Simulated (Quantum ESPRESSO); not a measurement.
# BP (F-43m): modes at Γ and the response to a field, part 2 of 2

Which modes does BP (F-43m) have at the zone centre?

Quantum ESPRESSO 7.5; DFT LDA, scalar-relativistic, plane waves, PseudoDojo norm-conserving pseudopotentials.

So far. Step 2 (A first look): A gap of 1.3 eV opens on this mesh, so the crystal is taken as an insulator; the start stands at -5.4 GPa. Step 4 (Self-consistent run for the response): The cell stands at -0.01 GPa, close enough for phonons. The relaxed cell has a = 4.487 Å (conventional setting).

## 5. Zone-centre response

At q = 0 one unit cell holds all displacements; symmetry groups them into irreducible representations that are solved one by one. The response to a field gives ε∞ and the Born charges, which polar modes need.

ph.in

```
phonons
&INPUTPH
  prefix = 'x'
  outdir = './tmp'
  fildyn = 'g.dyn'
  tr2_ph = 1.0d-18
  epsil  = .true.
/
0.000000000000 0.000000000000 0.000000000000
```

On the command line:

```console
> OMP_NUM_THREADS=1 mpirun -n 4 ph.x -nk 4 -in ph.in > ph.out
```

Output:

```text
[banners, grids, parts of the stress and lines that vanish by symmetry left out]
[banner, memory and clock lines left out]
Program PHONON v.7.5

     ./tmp/x.save/

     IMPORTANT: XC functional enforced from input :
     Exchange-correlation= PW
                           (   1   4   0   0   0   0   0)
     Any further DFT definition will be discarded
     Please, verify this is what you really want

     G-vector sticks info

     Reading collected, re-writing distributed wavefunctions in ./tmp/

     Number and degeneracy of irreps per q-point
       N         xq(1)         xq(2)         xq(3)   N irreps
       1   0.000000000   0.000000000   0.000000000       2
        3   3

     Calculation of q =    0.0000000   0.0000000   0.0000000

     phonons

     bravais-lattice index     =            0
     lattice parameter (alat)  =       5.9958  a.u.
     unit-cell volume          =     152.4179 (a.u.)^3
     number of atoms/cell      =            2
     number of atomic types    =            2
     kinetic-energy cut-off    =      84.0000  Ry
     charge density cut-off    =     336.0000  Ry
     convergence threshold     =      1.0E-18
     beta                      =       0.7000
     number of iterations used =            4
     Exchange-correlation= PW
                           (   1   4   0   0   0   0   0)

     celldm(1)=    5.99584  celldm(2)=    0.00000  celldm(3)=    0.00000
     celldm(4)=    0.00000  celldm(5)=    0.00000  celldm(6)=    0.00000

     crystal axes: (cart. coord. in units of alat)
               a(1) = ( -0.7071  0.0000  0.7071 )
               a(2) = (  0.0000  0.7071  0.7071 )
               a(3) = ( -0.7071  0.7071  0.0000 )

     reciprocal axes: (cart. coord. in units 2 pi/alat)
               b(1) = ( -0.7071 -0.7071  0.7071 )
               b(2) = (  0.7071  0.7071  0.7071 )
               b(3) = ( -0.7071  0.7071 -0.7071 )

     Atoms inside the unit cell:

     Cartesian axes

     site n.  atom      mass           positions (alat units)
        1  B      10.8100   tau(    1) = (    0.00000    0.00000    0.00000  )
        2  P      30.9738   tau(    2) = (   -0.35355    0.35355    0.35355  )

     Computing dynamical matrix for
                    q = (   0.0000000   0.0000000   0.0000000 )

     25 Sym.Ops. (with q -> -q+G )

     G cutoff =  305.9710  (  15905 G-vectors)     FFT grid: ( 36, 36, 36)
     number of k points=    72
                       cart. coord. in units 2pi/alat
        k(    1) = (   0.0000000   0.0000000   0.0000000), wk =   0.0011574
        k(    2) = (  -0.0589256   0.0589256  -0.0589256), wk =   0.0092593
        k(    3) = (  -0.1178511   0.1178511  -0.1178511), wk =   0.0092593
        [... further k-points left out ...]

     PseudoPot. # 1 for B  read from file:
     ./pseudo/B.upf
     Pseudo is Norm-conserving + core correction, Zval =  3.0
     Using radial grid of 1498 points,  4 beta functions with:
                l(1) =   0
                l(2) =   0
                l(3) =   1
                l(4) =   1

     PseudoPot. # 2 for P  read from file:
     ./pseudo/P.upf
     Pseudo is Norm-conserving + core correction, Zval =  5.0
     Using radial grid of 1298 points,  6 beta functions with:
                l(1) =   0
                l(2) =   0
                l(3) =   1
                l(4) =   1
                l(5) =   2
                l(6) =   2

     Mode symmetry, T_d (-43m)  point group:

     Electric field:
     Dielectric constant
     Born effective charges as d Force / d E

     Atomic displacements:
     There are    2 irreducible representations

     Representation     1      3 modes -  To be done

     Representation     2      3 modes -  To be done

     Alpha used in Ewald sum =   2.8000

     Electric Fields Calculation

      iter #   1   av.it.:   6.8
      thresh= 1.000E-02 alpha_mix =  0.700 |ddv_scf|^2 =  1.155E-07

      iter #   2   av.it.:  11.7
      thresh= 3.399E-05 alpha_mix =  0.700 |ddv_scf|^2 =  2.127E-09

      iter #   3   av.it.:  11.8
      thresh= 4.612E-06 alpha_mix =  0.700 |ddv_scf|^2 =  4.839E-11

      iter #   4   av.it.:  12.0
      thresh= 6.957E-07 alpha_mix =  0.700 |ddv_scf|^2 =  2.365E-13

      iter #   5   av.it.:  11.4
      thresh= 4.864E-08 alpha_mix =  0.700 |ddv_scf|^2 =  1.157E-14

      iter #   6   av.it.:  11.4
      thresh= 1.076E-08 alpha_mix =  0.700 |ddv_scf|^2 =  4.655E-17

      iter #   7   av.it.:  11.6
      thresh= 6.823E-10 alpha_mix =  0.700 |ddv_scf|^2 =  1.034E-18

      iter #   8   av.it.:  11.7
      thresh= 1.017E-10 alpha_mix =  0.700 |ddv_scf|^2 =  2.951E-21

     End of electric fields calculation

          Dielectric constant in cartesian axis

          (       9.159297089      -0.000000000      -0.000000000 )
          (      -0.000000000       9.159297089       0.000000000 )
          (      -0.000000000       0.000000000       9.159297089 )

          Effective charges (d Force / dE) in cartesian axis without acoustic sum rule applied (asr)

           atom    1  B     Mean Z*:       -0.64515
      Ex  (       -0.64515       -0.00000       -0.00000 )
      Ey  (       -0.00000       -0.64515        0.00000 )
      Ez  (       -0.00000        0.00000       -0.64515 )
           atom    2  P     Mean Z*:        0.64151
      Ex  (        0.64151        0.00000       -0.00000 )
      Ey  (        0.00000        0.64151        0.00000 )
      Ez  (       -0.00000        0.00000        0.64151 )

          Effective charges Sum: Mean:       -0.00364
             -0.00364        0.00000       -0.00000
              0.00000       -0.00364        0.00000
             -0.00000        0.00000       -0.00364

          Effective charges (d Force / dE) in cartesian axis with asr applied:
           atom    1  B     Mean Z*:       -0.64333
      E*x (       -0.64333       -0.00000       -0.00000 )
      E*y (       -0.00000       -0.64333        0.00000 )
      E*z (       -0.00000        0.00000       -0.64333 )
           atom    2  P     Mean Z*:        0.64333
      E*x (        0.64333        0.00000        0.00000 )
      E*y (        0.00000        0.64333       -0.00000 )
      E*z (        0.00000       -0.00000        0.64333 )

     Representation #   1 modes #   1   2   3

     Self-consistent Calculation

      iter #   1   av.it.:   6.7
      thresh= 1.000E-02 alpha_mix =  0.700 |ddv_scf|^2 =  4.139E-08

      iter #   2   av.it.:  11.8
      thresh= 2.034E-05 alpha_mix =  0.700 |ddv_scf|^2 =  9.427E-10

      iter #   3   av.it.:  11.8
      thresh= 3.070E-06 alpha_mix =  0.700 |ddv_scf|^2 =  6.044E-11

      iter #   4   av.it.:  11.5
      thresh= 7.774E-07 alpha_mix =  0.700 |ddv_scf|^2 =  1.532E-13

      iter #   5   av.it.:  11.6
      thresh= 3.914E-08 alpha_mix =  0.700 |ddv_scf|^2 =  5.702E-15

      iter #   6   av.it.:  12.0
      thresh= 7.551E-09 alpha_mix =  0.700 |ddv_scf|^2 =  1.402E-17

      iter #   7   av.it.:  11.9
      thresh= 3.745E-10 alpha_mix =  0.700 |ddv_scf|^2 =  5.871E-19

     End of self-consistent calculation

     Convergence has been achieved

     Representation #   2 modes #   4   5   6

     Self-consistent Calculation

      iter #   1   av.it.:   7.0
      thresh= 1.000E-02 alpha_mix =  0.700 |ddv_scf|^2 =  4.173E-08

      iter #   2   av.it.:  12.1
      thresh= 2.043E-05 alpha_mix =  0.700 |ddv_scf|^2 =  1.651E-10

      iter #   3   av.it.:  12.1
      thresh= 1.285E-06 alpha_mix =  0.700 |ddv_scf|^2 =  1.002E-11

      iter #   4   av.it.:  12.1
      thresh= 3.165E-07 alpha_mix =  0.700 |ddv_scf|^2 =  6.767E-14

      iter #   5   av.it.:  12.1
      thresh= 2.601E-08 alpha_mix =  0.700 |ddv_scf|^2 =  1.670E-15

      iter #   6   av.it.:  12.2
      thresh= 4.087E-09 alpha_mix =  0.700 |ddv_scf|^2 =  7.048E-18

      iter #   7   av.it.:  11.9
      thresh= 2.655E-10 alpha_mix =  0.700 |ddv_scf|^2 =  2.750E-19

     End of self-consistent calculation

     Convergence has been achieved

     Number of q in the star =    1
     List of q in the star:
          1   0.000000000   0.000000000   0.000000000

          Dielectric constant in cartesian axis

          (       9.159297089      -0.000000000      -0.000000000 )
          (      -0.000000000       9.159297089       0.000000000 )
          (      -0.000000000       0.000000000       9.159297089 )

          Effective charges (d Force / dE) in cartesian axis without acoustic sum rule applied (asr)

           atom    1  B     Mean Z*:       -0.64515
      Ex  (       -0.64515       -0.00000       -0.00000 )
      Ey  (       -0.00000       -0.64515        0.00000 )
      Ez  (       -0.00000        0.00000       -0.64515 )
           atom    2  P     Mean Z*:        0.64151
      Ex  (        0.64151        0.00000       -0.00000 )
      Ey  (        0.00000        0.64151        0.00000 )
      Ez  (       -0.00000        0.00000        0.64151 )

          Effective charges Sum: Mean:       -0.00364
             -0.00364        0.00000       -0.00000
              0.00000       -0.00364        0.00000
             -0.00000        0.00000       -0.00364

          Effective charges (d Force / dE) in cartesian axis with asr applied:
           atom    1  B     Mean Z*:       -0.64333
      E*x (       -0.64333       -0.00000       -0.00000 )
      E*y (       -0.00000       -0.64333        0.00000 )
      E*z (       -0.00000        0.00000       -0.64333 )
           atom    2  P     Mean Z*:        0.64333
      E*x (        0.64333        0.00000        0.00000 )
      E*y (        0.00000        0.64333       -0.00000 )
      E*z (        0.00000       -0.00000        0.64333 )

     Diagonalizing the dynamical matrix

     q = (    0.000000000   0.000000000   0.000000000 )

 **************************************************************************
     freq (    1) =      -0.015880 [THz] =      -0.529715 [cm-1]
     freq (    2) =      -0.015880 [THz] =      -0.529715 [cm-1]
     freq (    3) =      -0.015880 [THz] =      -0.529715 [cm-1]
     freq (    4) =      24.617863 [THz] =     821.163523 [cm-1]
     freq (    5) =      24.617863 [THz] =     821.163523 [cm-1]
     freq (    6) =      24.617863 [THz] =     821.163523 [cm-1]
 **************************************************************************

     Mode symmetry, T_d (-43m)  point group:

     freq (   1-   3) =         -0.5  [cm-1]   --> T_2  G_15 P_4   I+R
     freq (   4-   6) =        821.2  [cm-1]   --> T_2  G_15 P_4   I+R
```

Wall time 39 s (4 MPI ranks of AMD EPYC 7B13 (Zen 3), shared host); 2.6 min of CPU time.

This step gave:

- miss of the charge sum rule: 0.003640 e
- largest acoustic frequency at the zone centre before the sum rule: -0.53 cm⁻¹
- highest optical zone-centre mode (no LO-TO term): 821.2 cm⁻¹
- lowest optical zone-centre mode: 821.2 cm⁻¹
- mean high-frequency dielectric constant: 9.159
- largest Born charge in size (third of the trace): 0.6452 e

Born charge (rows field, columns displacement), before the sum rule (e), principal values of the symmetric part by kind of site:

```
atom  atoms with these values      low   middle     high     mean
  B1                        1  -0.6452  -0.6452  -0.6452  -0.6452
  P2                        1   0.6415   0.6415   0.6415   0.6415
```

In full for P2:

```
0.6415 0.0000 0.0000
0.0000 0.6415 0.0000
0.0000 0.0000 0.6415
```

High-frequency dielectric tensor:

```
9.16 0.00 0.00
0.00 9.16 0.00
0.00 0.00 9.16
```

The acoustic modes at Γ come out as far as 0.5 cm⁻¹ from zero, where they should vanish, a small numerical error; the Born charges miss their sum rule by 0.0036 e, which is good.

## 6. Zone-centre analysis

A rigid shift of the crystal must cost nothing, but grids and finite bases break this; the acoustic sum rule is imposed before the matrix is diagonalised again. With Born charges the intensities follow, and the static dielectric tensor.

dynmat.in

```
&INPUT
  fildyn = 'g.dyn'
  asr    = 'simple'
  fileig = 'dynmat.eig'
  lperm  = .true.
/
```

On the command line:

```console
> dynmat.x -in dynmat.in > dynmat.out
```

Output:

```text
[banner, memory and clock lines left out]
Program DYNMAT v.7.5

     Reading Dynamical Matrix from file g.dyn
     ...Force constants read
     ...epsilon and Z* read
     A direction for q was not specified:TO-LO splitting will be absent

     Polarizability (A^3 units)
     multiply by 0.268834 for Clausius-Mossotti correction
        14.665007   -0.000000   -0.000000
        -0.000000   14.665007    0.000000
        -0.000000    0.000000   14.665007

     IR activities are in (D/A)^2/amu units

# mode   [cm-1]    [THz]      IR
    1      0.00    0.0000    0.0000
    2      0.00    0.0000    0.0000
    3      0.00    0.0000    0.0000
    4    821.16   24.6179    1.1916
    5    821.16   24.6179    1.1916
    6    821.16   24.6179    1.1916

Electronic dielectric permittivity tensor (relative, adimensional)
         9.159297   -0.000000   -0.000000
        -0.000000    9.159297    0.000000
        -0.000000    0.000000    9.159297

 ... with zone-center polar mode contributions
         9.326166    0.000000    0.000000
         0.000000    9.326166    0.000000
         0.000000    0.000000    9.326166
```

Wall time 0.6 s (1 thread).

Numbers from this step:

| Quantity | Value |
| --- | --- |
| mean static dielectric constant | 9.326 |

Unit eigenvectors of the mass-weighted matrix after the sum rule; no LO-TO term. The modes at Γ (shares of kinetic energy by element, %):

```
mode  frequency (cm⁻¹)  symmetry  B %  P %
   1               0.0  acoustic   26   74
   2               0.0  acoustic   26   74
   3               0.0  acoustic   26   74
   4             821.2        T2   74   26
   5             821.2        T2   74   26
   6             821.2        T2   74   26
```

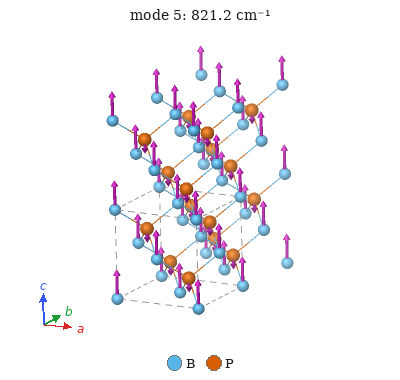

Displacement patterns of mode 5 at Γ; arrows are exaggerated. Bonds to atoms that aren't drawn are left out. 1×2×2 conventional cells are drawn. Some periodic images of atoms are drawn too.

Degenerate modes summed, no LO-TO term. Infrared lines, with heights relative to the strongest:

```
position (cm⁻¹)  lines merged  label  IR intensity, relative
            821             3     T2                     100
```

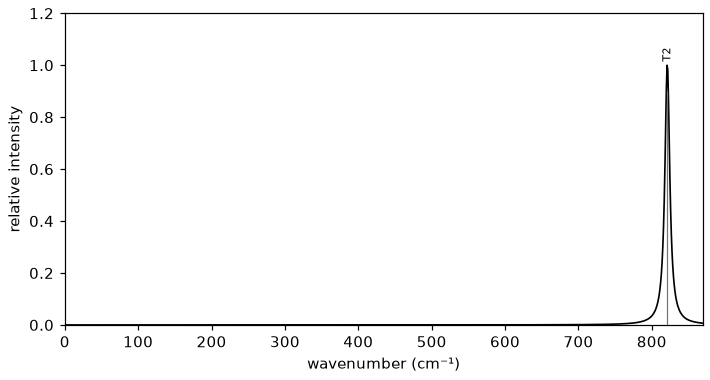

The infrared spectrum, broadened with Lorentzians of width 8 cm⁻¹; bars mark the lines.

Static dielectric tensor (ions relaxed, fixed cell):

```
9.33 0.00 0.00
0.00 9.33 0.00
0.00 0.00 9.33
```

The rule moves no optical mode by more than 0.1 cm⁻¹.

## 7. Modes along a direction of q (1 0 0)

A longitudinal polar mode sets up a macroscopic field that stiffens it; the term hangs on the direction from which q goes to zero.

dynmat.in

```
&INPUT
  fildyn = 'g.dyn'
  asr    = 'simple'
  fileig = 'dynmat.eig'
  q(1)   = 1.0
  q(2)   = 0.0
  q(3)   = 0.0
/
```

On the command line:

```console
> dynmat.x -in dynmat.in > dynmat.out
```

Output:

```text
[banner, memory and clock lines left out]
Program DYNMAT v.7.5

     Reading Dynamical Matrix from file g.dyn
     ...Force constants read
     ...epsilon and Z* read

     Polarizability (A^3 units)
     multiply by 0.268834 for Clausius-Mossotti correction
        14.665007   -0.000000   -0.000000
        -0.000000   14.665007    0.000000
        -0.000000    0.000000   14.665007

     IR activities are in (D/A)^2/amu units

# mode   [cm-1]    [THz]      IR
    1      0.00    0.0000    0.0000
    2      0.00    0.0000    0.0000
    3      0.00    0.0000    0.0000
    4    821.16   24.6179    1.1916
    5    821.16   24.6179    1.1916
    6    828.61   24.8411    1.1916
```

Run time: 0.57 s. Hardware: 1 thread.

This step gave:

- highest mode moved by the LO-TO term: 828.6 cm⁻¹

Zone-centre frequencies as printed; negative means imaginary. Modes:

```
mode  frequency (cm⁻¹)
   1                 0
   2                 0
   3                 0
   4             821.2
   5             821.2
   6             828.6
```

The field moves one mode, from 821 to 829 cm⁻¹; the others stay.

## 8. Outcome

| Item | Value |
| --- | --- |
| space group after relaxation | F-43m |
| volume per atom | 11.3 Å³ |
| gap on the k-mesh | 1.16 eV |
| highest optical zone-centre mode (no LO-TO term) | 821.2 cm⁻¹ |
| highest mode moved by the LO-TO term | 828.6 cm⁻¹ |
| mean high-frequency dielectric constant | 9.16 |
| largest Born charge in size (third of the trace) | 0.645 e |
| mean static dielectric constant | 9.33 |
| imaginary optical modes at the zone centre (no q mesh in this session) | none |

At the LDA level the optical modes of BP (F-43m) at the zone centre (no LO-TO term) lie at 821 cm⁻¹. Along the directions run, the highest mode that the macroscopic field moves lies at 829 cm⁻¹. Lattice motion raises the mean dielectric constant from 9.159 to 9.326. The Lyddane-Sachs-Teller relation holds: (ωLO/ωTO)² is 1.02 and ε₀/ε∞ is 1.02. These are harmonic frequencies at zero temperature: anharmonic shifts and linewidths and thermal expansion are left out.

Calculation against experiment:

| quantity | measured | LDA PseudoDojo norm-conserving, Quantum ESPRESSO |
| --- | --- | --- |
| lattice constant a (Å) | 4.5383 | 4.487 (-1.1 %) |
| Raman mode, TO at Gamma (T2), ambient … (cm⁻¹) | 794 | 821 (+3.4 %) |

Measured values from arxiv:1906.04101 (2019) and arxiv:1505.05714 (2015).

How well it matches: The lattice constant a is off by -1.1 %: fair agreement. The Raman mode is off by +3.4 %: fair agreement. The grades are ours: good and fair within 0.7 and 1.5 % for the lattice constant a and 3 and 7 % for the Raman mode. For lattice constants and Raman mode the calculation has a static lattice, without zero-point motion or thermal expansion (measured at up to 300 K).

[Host names and launcher messages were left out of these logs when they were recorded.]

[Logs are printed without paths, hosts, clocks, repeated set-up lines and the standing remarks that a program may print on its own settings, such as how far it seeks lower states.]

[Hosts, paths, dates, database ids (printed as entryN), source tags and the programs' standing remarks are cut or masked in the printed files.]
